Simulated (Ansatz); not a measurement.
**B$_{2}$H$_{7}$NSi: density, localisation and related maps**

Input

```
crystal:
  periodic: [false, false, false]
  atoms:
    - {symbol: B, position_ang: [-1.025956, 1.474187, 0.047660]}
    - {symbol: B, position_ang: [-0.309641, 0.032451, 0.384472]}
    - {symbol: N, position_ang: [-0.482451, -0.877506, 1.420419]}
    - {symbol: Si, position_ang: [1.091615, -0.458812, -1.025894]}
    - {symbol: H, position_ang: [-1.965442, 1.554496, -0.695743]}
    - {symbol: H, position_ang: [-0.538052, 2.517027, 0.388409]}
    - {symbol: H, position_ang: [-1.140846, -0.746184, 2.170917]}
    - {symbol: H, position_ang: [0.037678, -1.736081, 1.498190]}
    - {symbol: H, position_ang: [0.502403, -0.592415, -2.387634]}
    - {symbol: H, position_ang: [1.710018, -1.772495, -0.667160]}
    - {symbol: H, position_ang: [2.185974, 0.548232, -1.113037]}
basis:
  gaussian: {orbitals: def2-TZVPP}
hamiltonian: {xc: pbe0, dispersion: d4}
output: {orbitals: {seedname: orbitals}}
```

Run with:

```sh
ansatz run in.yaml --threads 2 --pin off --events-out ev --progress --plain --max-ram 4352MiB
```

Geometry: PBE0-D4/def2-TZVP.

Level of theory: Ansatz 0.2.0, RKS PBE0-D4/def2-TZVPP.

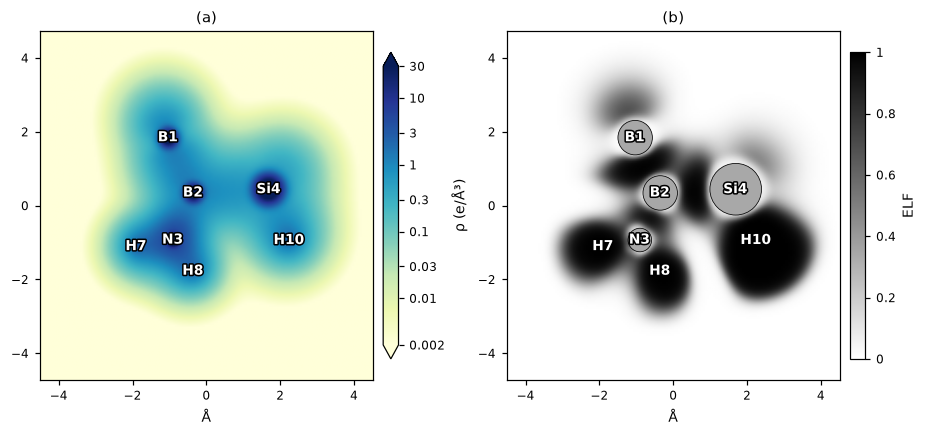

Figure 1. (a) total electron density; (b) ELF on the plane of atoms N3, B2 and Si4. Grey discs cover the atomic cores in the ELF map.

### What does the map show?

The plane passes through B, N, Si and H nuclei.
B–N (1.39 Å): the density is about 2 e/Å³ at the midpoint; the ELF peaks at about 0.90 between the atoms, as expected for a polar covalent bond.
B–B (1.64 Å): ρ is about 1.2 e/Å³ halfway; the ELF peaks at about 1 between the atoms; a covalent bond.
Si–B (2.05 Å): the density is about 0.74 e/Å³ at the midpoint; the ELF peaks at about 1 between the atoms, as expected for localised, covalent bonding.
N–H (1.01 Å): ρ at the midpoint is about 3 e/Å³; the ELF climbs to about 1 towards the hydrogen, as it does in any bond to H (a covalent bond by its length).
Si–H (1.50 Å): ρ at the midpoint is about 0.78 e/Å³; the ELF climbs to about 1 towards the hydrogen.

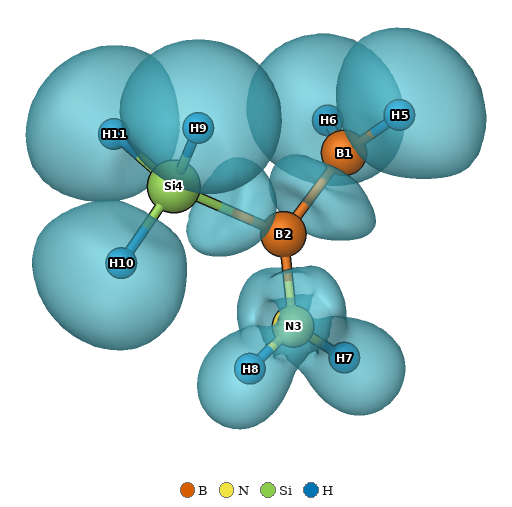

Figure 2. Isosurface of the ELF at 0.75 (cyan), seen at a tilt. Core shells and regions of very low density are left out.

### Where are the electrons localised?

The ELF exceeds this value in one region between bonded B–B atoms (shared pairs), one region between bonded B–Si atoms (shared pairs), five regions around hydrogen nuclei and one joined region spread over several atoms (H, N), in which their bonds and any lone pairs are merged.

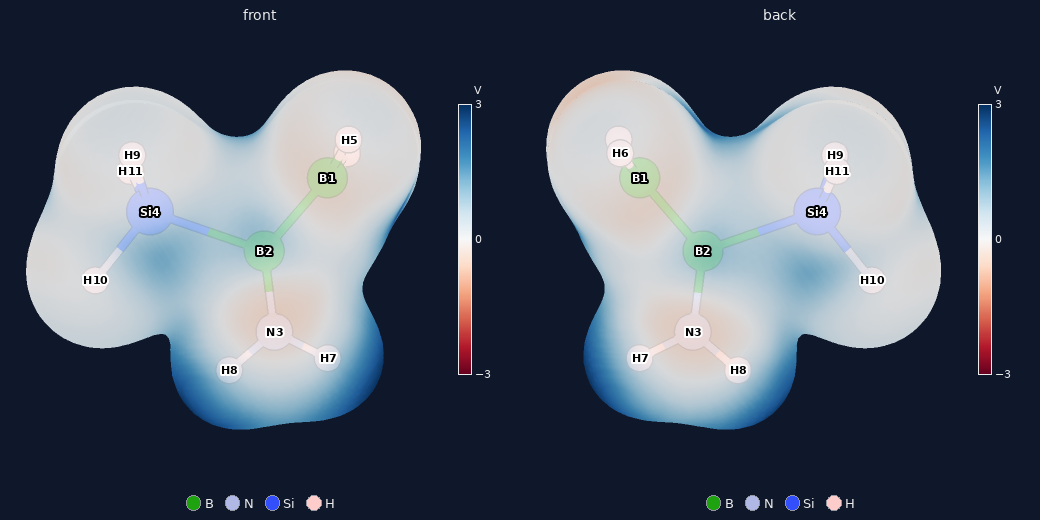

Figure 3. The molecular electrostatic potential painted on the density surface at 0.004 e/bohr³, seen from the front and from behind; red is negative and blue positive.

### Which sites attract a positive test charge, and which a negative one?

A positive charge is drawn to the negative regions and a negative charge to the positive ones. The most negative region (about −0.6 V, or −14 kcal/mol for a unit charge) lies over H5, the most positive (about +2.8 V, or +65 kcal/mol for a unit charge) over H7 and H8.
